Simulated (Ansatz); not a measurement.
**F2H4N2Si2 (SMILES F[SiH]1N[SiH](F)N1): density, localisation and related maps**

Input file:

```
crystal:
  periodic: [false, false, false]
  atoms:
    - {symbol: F, position_ang: [-2.341103, 0.540925, -2.574653]}
    - {symbol: F, position_ang: [0.007453, -1.645137, 1.399459]}
    - {symbol: "N", position_ang: [-2.085522, -1.304912, -0.457910]}
    - {symbol: "N", position_ang: [-0.247736, 0.199982, -0.717756]}
    - {symbol: Si, position_ang: [-1.949792, 0.330095, -1.014853]}
    - {symbol: Si, position_ang: [-0.383510, -1.434916, -0.160515]}
    - {symbol: H, position_ang: [-2.715914, 1.385044, -0.312794]}
    - {symbol: H, position_ang: [-2.862598, -1.936914, -0.338587]}
    - {symbol: H, position_ang: [0.382806, -2.490099, -0.862009]}
    - {symbol: H, position_ang: [0.529273, 0.832149, -0.836629]}
basis:
  gaussian:
    orbitals: def2-SVPD
magnetization:
  spin_polarized: false
hamiltonian:
  xc: {name: PBE0}
output: {forces: true, orbitals: {seedname: orbitals}}
```

Launched as:

```sh
ansatz run input.yaml --threads 2 --pin off --max-ram 4350MiB --events-out events.jsonl --progress --plain --runs-dir runs
```

Geometry: PBE0-D3(BJ)/def2-SVP.

Method: Ansatz, isolated molecule in a Gaussian basis; Kohn-Sham density functional theory, functional PBE0.

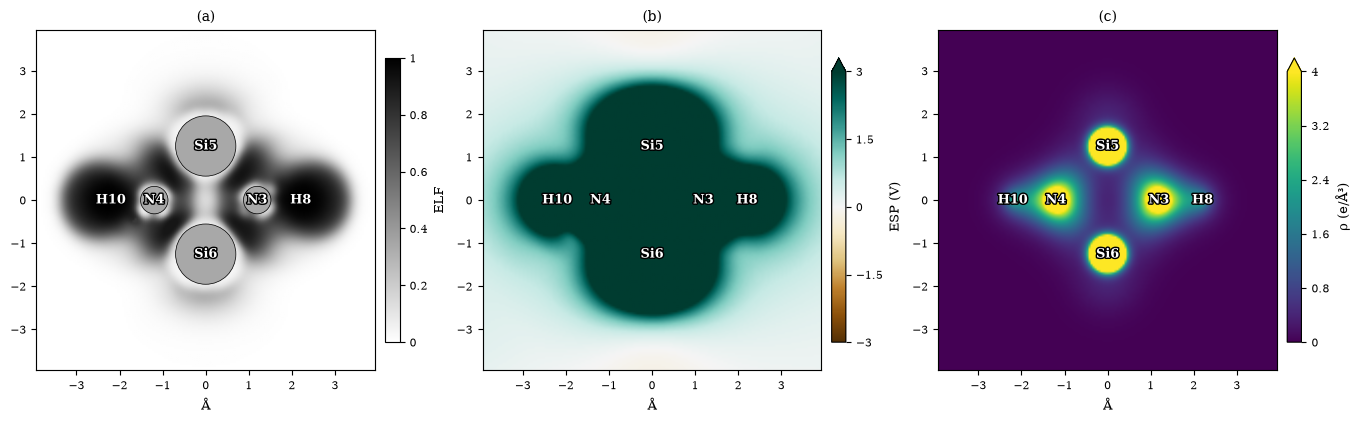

Figure 1. (a) ELF; (b) molecular electrostatic potential; (c) electron density on the plane of atoms Si5, N4 and H10. Grey discs cover the atomic cores in the ELF map.

Question: What does the map show?

Answer:
- The section cuts through N, Si and H sites.
- Si–N (1.73 Å): ρ at the midpoint is about 1.1 e/Å³; the ELF peaks at about 0.90 between the atoms: a shared but strongly polarised pair.
- N–H (1.01 Å): the density is about 2.8 e/Å³ at the midpoint; the ELF climbs to about 1 towards the hydrogen, as it does in any bond to H: a covalent bond by its length.
- The potential has no marked negative region in this plane.

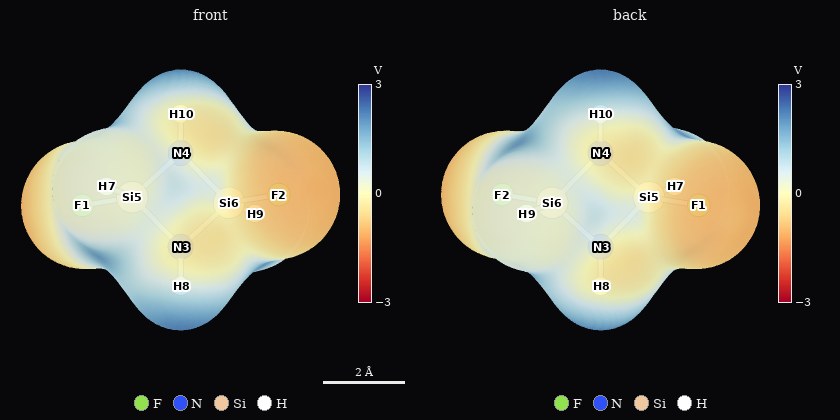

Figure 2. The electrostatic potential painted on the density surface at 0.002 e/bohr³, seen from the front and from behind; red is negative and blue positive.

Question: Where is the surface potential most negative and most positive?

Answer: The most negative region (about −1.1 V) lies over F1 and F2, the most positive (about +2.1 V) over H8 and H10.

Question: What dipole moment does the calculation give?

Answer: Its dipole moment is zero.

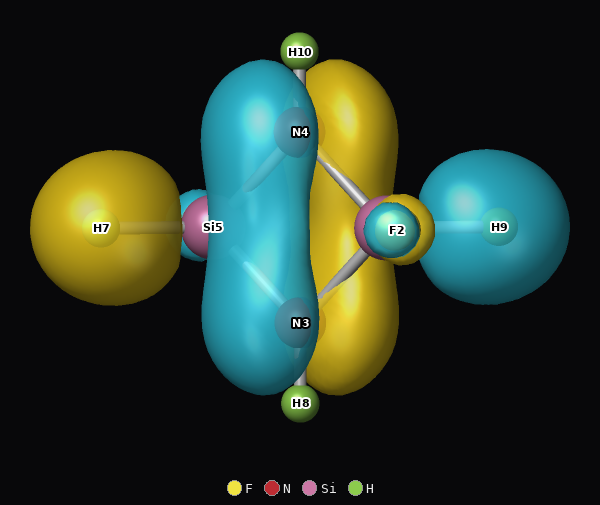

Figure 3. The HOMO−1 at ±0.1 Å⁻³ᐟ² (yellow and cyan are the two phases), seen at a tilt.

Question: Where does this orbital lie, and at what energy?

Answer: By Hirshfeld shares it lies mainly on N4 (about 20 %), N3 (about 20 %), Si6 (about 15 %), Si5 (about 15 %), H7 (about 10 %) and H9 (about 10 %); it is ungerade (odd under inversion). Its energy is −8.83 eV.
